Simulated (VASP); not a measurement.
# TlAgCl2 with r2SCAN: from relaxation to properties, part 3 of 3

What structure does TlAgCl2 take at this level, and what are its properties? The cell is invented: it takes the structure of COD entry 9008597, AgCl (space group 225 there), with some of its atoms replaced by other elements, volume scaled by an estimate. It may not be a known or stable phase.

VASP 6.6.1; r2SCAN; plane waves and PAW (Tl_d, Ag, Cl); invented cell.

So far, gap on the k-mesh (eV): step 2 (rough relaxation of the start cell) 2.58; step 3 (full relaxation (r2SCAN)) 2.54. The relaxed cell has a = 4.149, c = 21.045 Å (conventional setting).

## (5) Band structure (r2SCAN)

The mesh alone shows little of the dispersion and can miss band extrema, so KPOINTS_OPT adds a path through the symmetry points after the self-consistent cycle.

INCAR

```
SYSTEM = TlAgCl2
PREC = Accurate
ENCUT = 400
EDIFF = 1E-06
NELM = 100
ISMEAR = 0
SIGMA = 0.05
LREAL = .FALSE.
ALGO = Normal
METAGGA = R2SCAN
LASPH = .TRUE.
NBANDS = 33
LORBIT = 11
LWAVE = .FALSE.
LCHARG = .FALSE.
KPAR = 2
```

POSCAR

```
TlAgCl2
1.0
    2.0743064491      1.1976013871      7.0150688129
   -2.0743064491      1.1976013871      7.0150688129
    0.0000000000     -2.3952027742      7.0150688129
Tl Ag Cl
1 1 2
Direct
    0.0000000000      0.0000000000      0.0000000000
    0.5000000000      0.5000000000      0.5000000000
    0.7651316868      0.7651316868      0.7651316868
    0.2348683132      0.2348683132      0.2348683132
```

KPOINTS

```
Automatic mesh
0
Gamma
6 6 6
0 0 0
```

KPOINTS_OPT

```
Line mode
16
Line-mode
Reciprocal
  0.00000000   0.00000000   0.00000000 GAMMA
  0.50000000   0.00000000   0.00000000 L

  0.50000000   0.00000000   0.00000000 L
  0.50000000   0.18609652  -0.18609652 B1

  0.81390348   0.50000000   0.18609652 B
  0.50000000   0.50000000   0.50000000 Z

  0.50000000   0.50000000   0.50000000 Z
  0.00000000   0.00000000   0.00000000 GAMMA

  0.00000000   0.00000000   0.00000000 GAMMA
  0.34304826   0.00000000  -0.34304826 X

  0.65695174   0.34304826   0.00000000 Q
  0.50000000   0.50000000   0.00000000 F

  0.50000000   0.50000000   0.00000000 F
  0.65695174   0.65695174   0.18609652 P1

  0.65695174   0.65695174   0.18609652 P1
  0.50000000   0.50000000   0.50000000 Z

  0.50000000   0.00000000   0.00000000 L
  0.81390348   0.34304826   0.34304826 P
```

Potentials, in the order of the species: Tl_d, Ag and Cl (PBE family, release 64).

The run is started by

```console
> mpirun -np 2 vasp_std
```

What it wrote:

```text
[... set-up lines as in an earlier step ...]
 entering main loop
       N       E                     dE             d eps       ncg     rms          rms(c)
DAV:   1     0.115764363971E+03    0.11576E+03   -0.15615E+04  2128   0.849E+02
DAV:   2    -0.903217558818E+02   -0.20609E+03   -0.19643E+03  2427   0.225E+02
DAV:   3    -0.100874111124E+03   -0.10552E+02   -0.10484E+02  2583   0.484E+01
DAV:   4    -0.100970879925E+03   -0.96769E-01   -0.96739E-01  2455   0.518E+00
DAV:   5    -0.100972388772E+03   -0.15088E-02   -0.15088E-02  2626   0.659E-01    0.687E+00
DAV:   6    -0.902335335108E+02    0.10739E+02   -0.53834E+00  2248   0.167E+01    0.693E+00
DAV:   7    -0.901412364710E+02    0.92297E-01   -0.39169E-01  2567   0.362E+00    0.474E+00
DAV:   8    -0.901122180224E+02    0.29018E-01   -0.15216E-01  2471   0.307E+00    0.131E+00
DAV:   9    -0.901187075822E+02   -0.64896E-02   -0.32353E-02  2522   0.909E-01    0.411E-01
DAV:  10    -0.901184347562E+02    0.27283E-03   -0.58399E-03  2437   0.558E-01    0.918E-02
DAV:  11    -0.901186641681E+02   -0.22941E-03   -0.42465E-04  2487   0.114E-01    0.638E-02
DAV:  12    -0.901186922304E+02   -0.28062E-04   -0.67139E-05  2547   0.708E-02    0.220E-02
DAV:  13    -0.901187022747E+02   -0.10044E-04   -0.25243E-05  2299   0.282E-02    0.726E-03
DAV:  14    -0.901187025572E+02   -0.28252E-06   -0.11079E-06  2343   0.450E-03
   1 F= -.90118703E+02 E0= -.90118703E+02  d E =-.250792E-16
 Start KPOINTS_OPT (optional k-point list driver)
k-point batch [1-32\144]
       N       E                     dE             ncg
DAV:   1     0.293668016598E+04   -0.21458E+05     2128
DAV:   2    -0.364604361704E+04   -0.65827E+04     2474
DAV:   3    -0.396229666869E+04   -0.31625E+03     2544
DAV:   4    -0.396507903007E+04   -0.27824E+01     2536
DAV:   5    -0.396512342073E+04   -0.44391E-01     2646
DAV:   6    -0.396512443263E+04   -0.10119E-02     2560
DAV:   7    -0.396512446145E+04   -0.28815E-04     2622
DAV:   8    -0.396512446223E+04   -0.78649E-06     1904
[...]
k-point batch [129-144\144]
       N       E                     dE             ncg
DAV:   1     0.109545200197E+05   -0.14632E+05     1080
DAV:   2     0.771907066568E+04   -0.32354E+04     1213
DAV:   3     0.756885824342E+04   -0.15021E+03     1283
DAV:   4     0.756758398924E+04   -0.12743E+01     1272
DAV:   5     0.756756400771E+04   -0.19982E-01     1312
DAV:   6     0.756756354915E+04   -0.45855E-03     1287
DAV:   7     0.756756353638E+04   -0.12772E-04     1296
DAV:   8     0.756756353604E+04   -0.33839E-06      992
```

The job ended after 19 min (2 MPI ranks of AMD EPYC 7R43, shared host; peak memory 0.79 GiB; 38 min of CPU time).

Parts of OUTCAR (step 5):

```text
   k-points           NKPTS =     32   k-points in BZ     NKDIM =     32   number of bands    NBANDS=     33

   NELECT =      38.0000    total number of electrons

 E-fermi :   2.8630

 k-point     1 :       0.0000    0.0000    0.0000
  band No.  band energies     occupation
    ...
     15       0.7001      2.00000
     16       0.7001      2.00000
     17       1.2068      2.00000
     18       2.2819      2.00000
     19       2.2819      2.00000
     20       6.3052      0.00000
     21       7.1556      0.00000
     22       9.0106      0.00000
     23       9.0106      0.00000
     24      11.8969      0.00000
    ...

  Total        0.0032900      0.0032900      0.0301777      0.0000000     -0.0000000      0.0000000
  in kB        0.0504130      0.0504130      0.4624110      0.0000000     -0.0000000      0.0000000
  external PRESSURE =       0.1877457 kB  Pullay stress =       0.0000000 kB

 POSITION                                       TOTAL-FORCE (eV/Angst)
 -----------------------------------------------------------------------------------
      0.00000      0.00000      0.00000         0.000000      0.000000     -0.000000
      0.00000      0.00000     10.52260        -0.000000      0.000000     -0.000000
      0.00000      0.00000     16.10235         0.000000     -0.000000      0.005924
      0.00000      0.00000      4.94285         0.000000      0.000000     -0.005924
 -----------------------------------------------------------------------------------
    total drift:                                0.000000      0.000000     -0.000000

  FREE ENERGIE OF THE ION-ELECTRON SYSTEM (eV)
  ---------------------------------------------------
  free  energy   TOTEN  =       -90.1187025572 eV

  energy  without entropy=      -90.1187025572  energy(sigma->0) =      -90.11870256

[... 8 parts as in an earlier step ...]

[... 8 further parts left out ...]
```

Spin-orbit coupling is off here; with elements this heavy it splits and shifts levels by tenths of an eV or more.

This step gave:

| Property | Result |
| --- | --- |
| bands | 33 |
| Fermi energy | 2.863 eV |
| pressure | 0.01877 GPa |
| least gap on mesh and path | 2.495 eV |
| least direct gap on mesh and path | 2.885 eV |
| valence top at k | 0.2287, 0, -0.2287 |
| least direct gap at k | 0.5209, 0.5, 0.4791 |

The electronic bands at the labelled points (eV, zero at the valence-band top; v1 is the highest filled band, c1 the lowest empty one):

| point | v4 | v3 | v2 | v1 | c1 | c2 | c3 | c4 |
| --- | --- | --- | --- | --- | --- | --- | --- | --- |
| Γ | -1.93 | -1.43 | -0.35 | -0.35 | 3.67 | 4.52 | 6.38 | 6.38 |
| L | -1.65 | -1.26 | -0.93 | -0.56 | 3.32 | 4.00 | 5.95 | 6.39 |
| B1 | -1.62 | -1.48 | -0.81 | -0.44 | 3.65 | 3.71 | 5.44 | 5.86 |
| jump to B | -1.62 | -1.48 | -0.81 | -0.44 | 3.65 | 3.71 | 5.44 | 5.86 |
| Z | -1.58 | -0.71 | -0.42 | -0.42 | 2.49 | 6.12 | 6.85 | 6.85 |
| Γ | -1.93 | -1.43 | -0.35 | -0.35 | 3.67 | 4.52 | 6.38 | 6.38 |
| X | -1.61 | -1.51 | -0.82 | -0.35 | 3.66 | 3.71 | 5.46 | 5.79 |
| jump to Q | -1.61 | -1.51 | -0.82 | -0.35 | 3.66 | 3.71 | 5.46 | 5.79 |
| F | -1.76 | -1.55 | -0.57 | -0.40 | 2.58 | 5.29 | 5.36 | 5.60 |
| P1 | -1.76 | -1.55 | -0.68 | -0.43 | 2.81 | 4.71 | 5.68 | 5.81 |
| Z | -1.58 | -0.71 | -0.42 | -0.42 | 2.49 | 6.12 | 6.85 | 6.85 |
| jump to L | -1.65 | -1.26 | -0.93 | -0.56 | 3.32 | 4.00 | 5.95 | 6.39 |
| P | -1.76 | -1.55 | -0.68 | -0.43 | 2.81 | 4.71 | 5.68 | 5.81 |

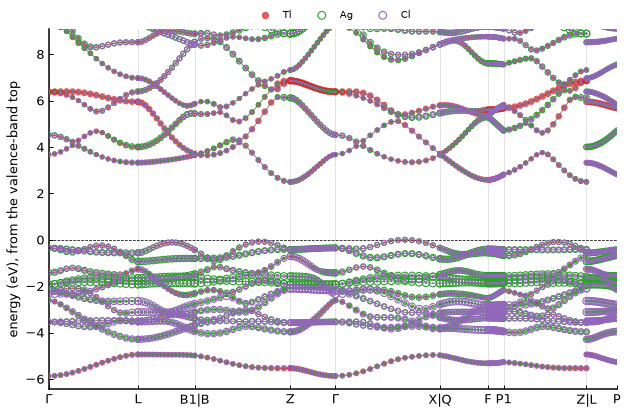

Electronic bands along the path; dots are coloured as in the legend, and their area grows with the weight.

The path lowers the gap by 0.05 eV against the mesh alone, so a band edge lies off the mesh.

## (6) Density of states (r2SCAN)

A density of states needs more k-points than a total energy; ISMEAR = -5 takes tetrahedra, and LORBIT projects the states on the PAW spheres. The mesh is finer than in the run before.

Edit INCAR of step 5 so:

```diff
@@ -5,3 +5,3 @@
 NELM = 100
-ISMEAR = 0
+ISMEAR = -5
 SIGMA = 0.05
@@ -16 +16,2 @@
 KPAR = 2
+NEDOS = 2001
```

POSCAR is that of step 5.

KPOINTS

```
Automatic mesh
0
Gamma
9 9 9
0 0 0
```

The run is started by

```console
> mpirun -np 2 vasp_std
```

What it wrote:

```text
[... set-up lines as in an earlier step ...]
 entering main loop
       N       E                     dE             d eps       ncg     rms          rms(c)
DAV:   1     0.115489744594E+03    0.11549E+03   -0.15901E+04  5698   0.854E+02
DAV:   2    -0.902228521041E+02   -0.20571E+03   -0.19611E+03  6440   0.224E+02
DAV:   3    -0.100873522783E+03   -0.10651E+02   -0.10582E+02  6850   0.483E+01
DAV:   4    -0.100970968909E+03   -0.97446E-01   -0.97417E-01  6466   0.519E+00
DAV:   5    -0.100972506321E+03   -0.15374E-02   -0.15373E-02  6955   0.660E-01    0.687E+00
DAV:   6    -0.902335848081E+02    0.10739E+02   -0.53923E+00  6006   0.167E+01    0.693E+00
DAV:   7    -0.901412949925E+02    0.92290E-01   -0.39244E-01  6822   0.363E+00    0.474E+00
DAV:   8    -0.901122814523E+02    0.29014E-01   -0.15165E-01  6602   0.307E+00    0.131E+00
DAV:   9    -0.901187598403E+02   -0.64784E-02   -0.32551E-02  6748   0.912E-01    0.410E-01
DAV:  10    -0.901184941150E+02    0.26573E-03   -0.57561E-03  6405   0.557E-01    0.922E-02
DAV:  11    -0.901187276122E+02   -0.23350E-03   -0.43647E-04  6698   0.114E-01    0.636E-02
DAV:  12    -0.901187566695E+02   -0.29057E-04   -0.66321E-05  6723   0.707E-02    0.224E-02
DAV:  13    -0.901187664787E+02   -0.98091E-05   -0.25475E-05  6207   0.284E-02    0.715E-03
DAV:  14    -0.901187667673E+02   -0.28861E-06   -0.11300E-06  6185   0.455E-03
   1 F= -.90118767E+02 E0= -.90118767E+02  d E =0.000000E+00
```

It took 22 min on 2 MPI ranks; peak memory 0.86 GiB; 43 min of CPU time.

Parts of OUTCAR (step 6):

```text
   k-points           NKPTS =     85   k-points in BZ     NKDIM =     85   number of bands    NBANDS=     33

   NELECT =      38.0000    total number of electrons

 E-fermi :   2.6319

 k-point     1 :       0.0000    0.0000    0.0000
  band No.  band energies     occupation
    ...
     15       0.7000      2.00000
     16       0.7000      2.00000
     17       1.2067      2.00000
     18       2.2817      2.00000
     19       2.2817      2.00000
     20       6.3052      0.00000
     21       7.1555      0.00000
     22       9.0107      0.00000
     23       9.0107      0.00000
     24      11.8969      0.00000
    ...

  Total        0.0018403      0.0018403      0.0298537      0.0000000     -0.0000000      0.0000000
  in kB        0.0281988      0.0281988      0.4574460      0.0000000     -0.0000000      0.0000000
  external PRESSURE =       0.1712812 kB  Pullay stress =       0.0000000 kB

 POSITION                                       TOTAL-FORCE (eV/Angst)
 -----------------------------------------------------------------------------------
      0.00000      0.00000      0.00000        -0.000000     -0.000000      0.000000
      0.00000      0.00000     10.52260         0.000000     -0.000000      0.000000
      0.00000      0.00000     16.10235        -0.000000      0.000000      0.006128
      0.00000      0.00000      4.94285        -0.000000      0.000000     -0.006128
 -----------------------------------------------------------------------------------
    total drift:                                0.000000      0.000000     -0.000000

  FREE ENERGIE OF THE ION-ELECTRON SYSTEM (eV)
  ---------------------------------------------------
  free  energy   TOTEN  =       -90.1187667673 eV

  energy  without entropy=      -90.1187667673  energy(sigma->0) =      -90.11876677

[... 7 parts as in an earlier step ...]

[... 9 further parts left out ...]
```

This step gave:

```
irreducible k-points           : 85
free energy (TOTEN)            : -90.1188 eV
Fermi energy                   : 2.632 eV
pressure                       : 0.01713 GPa
valence top at k               : -0.2222, 0.2222, 0
conduction bottom at k         : 0.4444, 0.4444, 0.4444
least direct gap at k          : 0.4444, 0.4444, 0.4444
gap on the k-mesh              : 2.526 eV
least direct gap on the k-mesh : 2.939 eV
```

The density of states has structure finer than the step of the table below, so its rows give means over 1 eV, whole bins alone (the curve runs from -12.0 to 9.55 eV). Peaks (eV: height): total -10.4: 81.1, -1.8: 18.7; Ag d -3.5: 2.96, -1.8: 15.2, -0.7: 4.54; Cl p -3.9: 3.41, -3.6: 4.05, -3.4: 4.11, -3.1: 2.94; Tl p 3.4: 0.707, 4.8: 0.543, 5.4: 0.881, 5.9: 0.941; Tl s -5.2: 1.30, -2.3: 0.771, -1.5: 0.324, -0.2: 0.347.

States under -12.0 eV and over 9.6 eV are left out. The density of states by energy, zero at the valence-band top; means over each step; values in states/eV/cell:

```csv
energy (eV),total,Ag d,Cl p,Tl p,Tl s,Tl d
-11,3.46,1.4e-4,0.00336,7.3e-5,2.9e-4,3.31
-10,6.54,4.7e-4,0.00935,7.8e-5,2.0e-4,6.27
-9,0,0,0,0,0,0
-8,0,0,0,0,0,0
-7,0,0,0,0,0,0
-6,0.317,0.00638,0.0502,5.2e-4,0.118,0.00108
-5,1.68,0.0442,0.322,0.00286,0.590,0.00520
-4,3.47,0.566,1.45,0.0378,0.0179,0.00929
-3,5.95,1.23,2.61,0.0362,0.0927,0.0332
-2,7.06,4.70,1.06,0.0113,0.273,0.00891
-1,3.60,1.96,0.908,0.0241,0.119,0.00645
0,1.92,0.870,0.639,0.00860,0.111,0.00312
1,0,0,0,0,0,0
2,0,0,0,2.0e-6,0,0
3,1.26,0.0112,0.126,0.258,0.00756,0.00294
4,1.43,0.0102,0.119,0.270,0.0142,0.00546
5,2.41,0.0163,0.253,0.494,0.0141,0.00976
6,2.76,0.0176,0.316,0.664,0.00359,0.0194
7,0.764,0.00576,0.0520,0.0948,0.00117,0.0144
8,1.83,0.0238,0.129,0.0837,0.00495,0.0381
9,3.45,0.0686,0.271,0.120,0.00808,0.0373
```

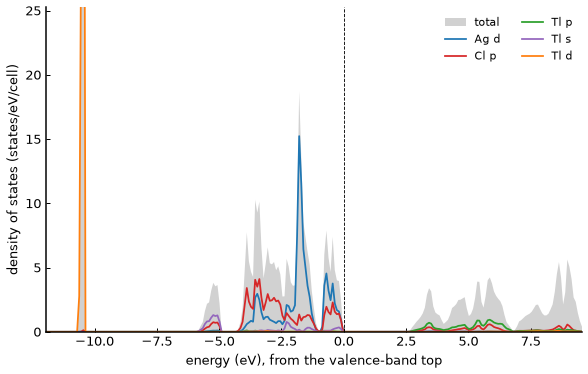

Density of states, plotted against energy. The peaks of deep states run off the scale.

The gap on this mesh is 2.53 eV. In the top eV of the valence band the largest shares in the PAW spheres are Ag d 51 % and Cl p 29 %. The rest lies in smaller channels or between the spheres.

## (7) Results

| Item | Value |
| --- | --- |
| relaxed volume | 26.14 Å³/atom |
| relaxed conventional cell a, b, c | 4.149, 4.149, 21.045 Å; angles 90.0, 90.0, 120.0° |
| space group after relaxing, within 0.02 Å | R-3m (No. 166) |
| band gap | 2.49 eV, indirect (least direct gap of that run 2.89 eV) |
| gap among the points of the DOS mesh alone, an upper bound | 2.53 eV |

In words: With r2SCAN, TlAgCl2 relaxes to 26.14 Å³/atom in space group R-3m (held by the symmetry of the run) and has an indirect gap of 2.49 eV. Band structure (r2SCAN): The path shows an indirect gap of 2.49 eV (valence top between Γ and X, conduction bottom at Z). The least direct gap is 2.89 eV. Spin-orbit coupling is left out, and with elements this heavy it would split and shift bands near the edges, and it can change the kind of a small gap. No search among competing phases was made. All values are for a static lattice at zero temperature.

[Lines on the potential files, build, host, timing and source positions are cut from VASP's logs without a mark.]

[Logs are printed without paths, hosts, clocks, repeated set-up lines and the standing remarks that a program may print on its own settings, such as how far it seeks lower states.]

[Hosts, paths, dates, database ids (printed as entryN), source tags and the programs' standing remarks are cut or masked in the printed files.]

[A measured line is paired with the nearest computed mode of its activity, which favours agreement.]
